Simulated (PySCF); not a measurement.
Run report: CH10N2SSi2, NMR shielding calculation

CH10N2SSi2, computed with GIAO OPBE/pcseg-1 NMR shielding, non-relativistic, gas phase (PySCF 2.14.0).

Some settings of this run were made unusual or wrong on purpose. The geometry comes from this level: GFN2-xTB. Figures and captions count atoms from 1; the log counts them from 0 in places.

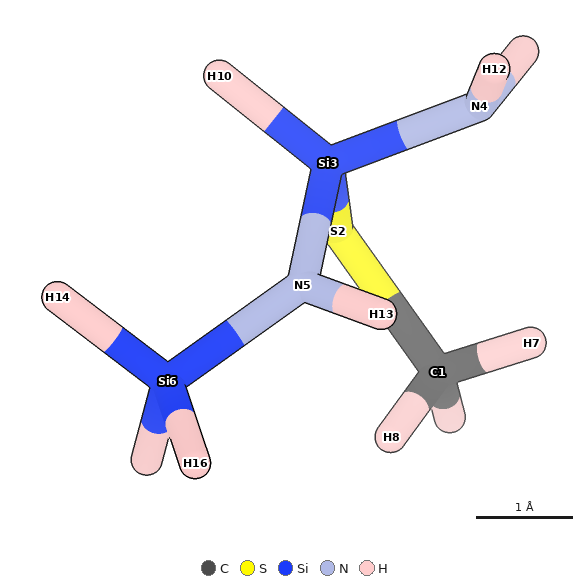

**Figure 1.** The input geometry (stick view, seen at a tilt; atoms are numbered from 1 in the order of the input). Bond lengths as drawn: C–H 1.08 to 1.09 Å, C–S 1.82 Å, H–N 1.01 Å, H–Si 1.45 to 1.47 Å, N–Si 1.72 to 1.73 Å and S–Si 2.15 Å.

### What the run reported

```tsv
quantity	value
outcome	converged
total energy	−1130.632023 hartree
HOMO	−5.49 eV
LUMO	−0.40 eV
dipole moment	2.68 D
isotropic shielding, C	182.4 ppm
isotropic shielding, S	648.1 ppm
isotropic shielding, Si	345.1 to 394.9 ppm
isotropic shielding, N	245.0 to 254.6 ppm
isotropic shielding, H	26.1 to 31.8 ppm
hardware	1 CPU thread, shared host
wall time	18 s
peak memory	0.68 GiB
```

Some settings of this run were drawn to be unusual or wrong. It converged; results that depend on the unusual settings are not reference values.

### The input
```
{"job": {"kind": "nmr", "xc": "OPBE", "basis": "pcseg-1", "pop": false, "scf": {"guess": "1e", "max_cycle": 69}}, "charge": 0, "multiplicity": 1}
C      2.105249    -0.891853    -0.061418
S      1.484096     0.096198    -1.459115
Si    -0.163665     1.086087    -0.491016
N      0.534442     2.208066     0.615783
N     -1.084979     0.011585     0.496355
Si    -2.036259    -1.345320    -0.008479
H      2.416320    -0.230276     0.740571
H      1.320593    -1.560609     0.279367
H      2.952112    -1.462968    -0.426502
H     -0.990967     1.568279    -1.586435
H      1.308562     2.762088     0.285164
H     -0.083315     2.779957     1.168916
H     -0.892975     0.081561     1.481899
H     -3.020924    -0.861027    -0.973412
H     -1.211133    -2.387850    -0.628903
H     -2.644754    -1.844976     1.224685
```

The first line tells a small driver script what to run in PySCF; the rest is the geometry in Å.

Launch command:
```bash
OMP_NUM_THREADS=1 python <driver script> task.json out
```

### Log
```
final grid: 122512 points
cycle   1  E = -958.5709295229  dE =  1.006e+02  |g| = 9.716e+00  |ddm| = 5.385e+01
cycle   2  E = -967.9884520416  dE = -9.418e+00  |g| = 1.184e+01  |ddm| = 5.870e+01
cycle   3  E = -1099.8040739612  dE = -1.318e+02  |g| = 7.656e+00  |ddm| = 3.300e+01
cycle   4  E = -1110.0954517247  dE = -1.029e+01  |g| = 6.369e+00  |ddm| = 2.147e+01
cycle   5  E = -1096.4532165749  dE =  1.364e+01  |g| = 6.674e+00  |ddm| = 2.117e+01
cycle   6  E = -1128.2087793644  dE = -3.176e+01  |g| = 2.056e+00  |ddm| = 1.862e+01
cycle   7  E = -1127.9403645471  dE =  2.684e-01  |g| = 2.381e+00  |ddm| = 9.000e+00
cycle   8  E = -1130.4636785311  dE = -2.523e+00  |g| = 7.206e-01  |ddm| = 6.635e+00
cycle   9  E = -1130.5830084871  dE = -1.193e-01  |g| = 4.422e-01  |ddm| = 1.347e+00
cycle  10  E = -1130.6235289995  dE = -4.052e-02  |g| = 1.653e-01  |ddm| = 5.863e-01
cycle  11  E = -1130.6310600183  dE = -7.531e-03  |g| = 5.351e-02  |ddm| = 2.601e-01
cycle  12  E = -1130.6317962471  dE = -7.362e-04  |g| = 2.786e-02  |ddm| = 9.710e-02
cycle  13  E = -1130.6319961197  dE = -1.999e-04  |g| = 9.669e-03  |ddm| = 3.955e-02
cycle  14  E = -1130.6320208063  dE = -2.469e-05  |g| = 2.859e-03  |ddm| = 1.507e-02
cycle  15  E = -1130.6320230714  dE = -2.265e-06  |g| = 9.329e-04  |ddm| = 4.566e-03
cycle  16  E = -1130.6320232902  dE = -2.188e-07  |g| = 3.816e-04  |ddm| = 1.627e-03
cycle  17  E = -1130.6320233308  dE = -4.058e-08  |g| = 1.143e-04  |ddm| = 6.614e-04
cycle  18  E = -1130.6320233350  dE = -4.188e-09  |g| = 2.716e-05  |ddm| = 2.272e-04
cycle  19  E = -1130.6320233352  dE = -2.037e-10  |g| = 9.855e-06  |ddm| = 4.873e-05
converged SCF energy = -1130.6320233352

GIAO shielding tensors (ppm)
atom      isotropic    diamagn.    paramagn.     s11        s22        s33       span
  0 C      182.394     254.594     -72.200    173.328    174.640    199.216     25.888
  1 S      648.131    1060.250    -412.118    574.861    587.262    782.270    207.409
  2 Si     345.113     880.818    -535.706    290.998    360.275    384.067     93.069
  3 N      245.030     315.562     -70.532    204.038    262.777    268.277     64.239
  4 N      254.563     324.318     -69.755    221.332    266.157    276.199     54.867
  5 Si     394.924     881.146    -486.222    344.863    388.151    451.758    106.895
  6 H       29.500      32.131      -2.631     23.675     28.222     36.604     12.928
  7 H       29.493      33.503      -4.010     23.463     29.345     35.671     12.209
  8 H       29.865      30.230      -0.365     24.376     26.809     38.411     14.035
  9 H       26.118      30.044      -3.926     22.928     23.497     31.930      9.003
 10 H       31.447      30.591       0.856     24.049     27.877     42.415     18.366
 11 H       31.328      30.708       0.620     23.769     27.522     42.694     18.925
 12 H       31.788      35.063      -3.275     23.789     29.330     42.243     18.453
 13 H       26.958      29.107      -2.149     23.111     25.140     32.624      9.513
 14 H       26.913      29.861      -2.948     22.243     26.471     32.026      9.783
 15 H       27.078      28.996      -1.918     23.563     25.012     32.660      9.097
```
